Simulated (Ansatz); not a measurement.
The figure comes from a scan of Ta (bcc, W type): volume and axial ratio are varied about the relaxed values (subscript 0). Computed with PBE (plane waves to 420 eV, PAW, scalar-relativistic; Ansatz, an electronic-structure program). k mesh 20×20×20 (Γ-centred), Fermi-Dirac smearing 0.05 eV. E stands for the smeared free energy. With partly filled bands, the response to shear is sensitive to the k mesh, so small differences along c/a are uncertain. Spin-orbit coupling is left out, though Ta is heavy. Ta is run without spin polarisation. Ta was relaxed with its symmetry unable to fall. The PAW data are Ansatz's earlier set. The zero of ΔE is the relaxed starting cell.

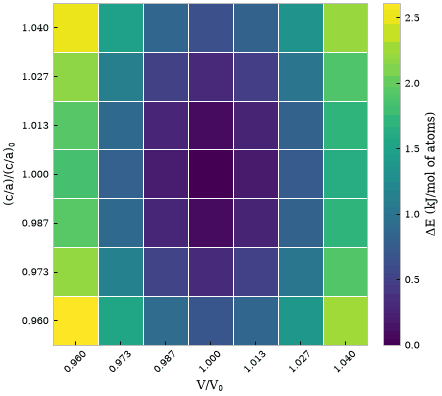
Figure. ΔE (kJ/mol of atoms), one tile a computed point.

Task: List the plotted points as numbers.

Result: To the nearest 0.5:

ΔE (kJ/mol of atoms), with V/V₀ across and (c/a)/(c/a)₀ down:

| (c/a)/(c/a)₀ \ V/V₀ | 0.960 | 0.973 | 0.987 | 1.000 | 1.013 | 1.027 | 1.040 |
|---|---|---|---|---|---|---|---|
| 0.960 | 2.5 | 1.5 | 1.0 | 0.5 | 1.0 | 1.5 | 2.0 |
| 0.973 | 2.0 | 1.0 | 0.5 | 0.5 | 0.5 | 1.0 | 2.0 |
| 0.987 | 2.0 | 1.0 | 0.5 | 0.0 | 0.5 | 1.0 | 1.5 |
| 1.000 | 2.0 | 1.0 | 0.0 | 0.0 | 0.0 | 0.5 | 1.5 |
| 1.013 | 2.0 | 1.0 | 0.5 | 0.0 | 0.5 | 1.0 | 1.5 |
| 1.027 | 2.0 | 1.0 | 0.5 | 0.5 | 0.5 | 1.0 | 2.0 |
| 1.040 | 2.5 | 1.5 | 1.0 | 0.5 | 1.0 | 1.5 | 2.0 |

(Under strain, the slope of the energy per volume gives the stress and its curvature an elastic modulus.)
